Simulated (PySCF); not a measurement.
Potential energy curve for SMILES [CH3][Li]. The C1–Li5 bond (C1 also carries H, H, H; Li5 carries nothing else) is stretched with both fragments frozen at the PBE0/def2-TZVP optimised geometry.

- RKS-r2SCAN = restricted r2SCAN/cc-pVDZ run with PySCF
- RKS-CAM-B3LYP = restricted CAM-B3LYP/cc-pVDZ in PySCF
- RKS-BLYP = PySCF with restricted BLYP/cc-pVDZ

Magnitude of the dipole moment (D; its direction can reverse along the curve, and a method can change to another solution) and Mulliken charge of the fragment that holds C1:

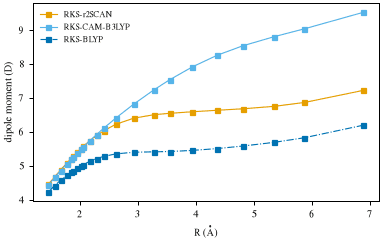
Fig. 1. Dipole moment against bond length.

| R / Å | μ RKS-r2SCAN | q RKS-r2SCAN | μ RKS-CAM-B3LYP | q RKS-CAM-B3LYP | μ RKS-BLYP | q RKS-BLYP |
|---|---|---|---|---|---|---|
| 1.46 | 4.45 | 0.07 | 4.42 | 0.06 | 4.22 | 0.13 |
| 1.57 | 4.67 | -0.01 | 4.65 | -0.02 | 4.41 | 0.05 |
| 1.67 | 4.87 | -0.08 | 4.85 | -0.08 | 4.57 | -0.02 |
| 1.78 | 5.08 | -0.14 | 5.06 | -0.14 | 4.72 | -0.08 |
| 1.85 | 5.21 | -0.18 | 5.18 | -0.17 | 4.81 | -0.12 |
| 1.89 | 5.28 | -0.20 | 5.25 | -0.19 | 4.85 | -0.14 |
| 1.96 | 5.40 | -0.24 | 5.38 | -0.22 | 4.93 | -0.17 |
| 2.02 | 5.50 | -0.26 | 5.48 | -0.24 | 4.99 | -0.19 |
| 2.06 | 5.56 | -0.28 | 5.55 | -0.25 | 5.03 | -0.20 |
| 2.17 | 5.73 | -0.31 | 5.73 | -0.28 | 5.12 | -0.23 |
| 2.29 | 5.89 | -0.33 | 5.91 | -0.31 | 5.20 | -0.26 |
| 2.41 | 6.02 | -0.34 | 6.09 | -0.32 | 5.27 | -0.27 |
| 2.62 | 6.21 | -0.35 | 6.40 | -0.33 | 5.34 | -0.28 |
| 2.93 | 6.39 | -0.33 | 6.81 | -0.33 | 5.39 | -0.27 |
| 3.28 | 6.50 | -0.31 | 7.23 | -0.32 | 5.41 | -0.25 |
| 3.55 | 6.54 | -0.29 | 7.53 | -0.31 | 5.41 | -0.24 |
| 3.94 | 6.58 | -0.28 | 7.90 | -0.30 | 5.45 | -0.23 |
| 4.37 | 6.63 | -0.26 | 8.25 | -0.29 | 5.50 | -0.22 |
| 4.81 | 6.67 | -0.25 | 8.53 | -0.28 | 5.58 | -0.21 |
| 5.35 | 6.74 | -0.24 | 8.79 | -0.28 | 5.68 | -0.21 |
| 5.87 | 6.86 | -0.24 | 9.03 | -0.28 | 5.82 | -0.20 |
| 6.88 | 7.21 | -0.23 | 9.51 | -0.28 | 6.19 | -0.20 |

At the longest distance RKS-r2SCAN, RKS-CAM-B3LYP, RKS-BLYP leaves fractional charges on the fragments, a sign of delocalisation error or of the restricted form. The restricted form behind RKS-r2SCAN, RKS-CAM-B3LYP, RKS-BLYP keeps the bonding electrons paired and can't separate into open-shell fragments.
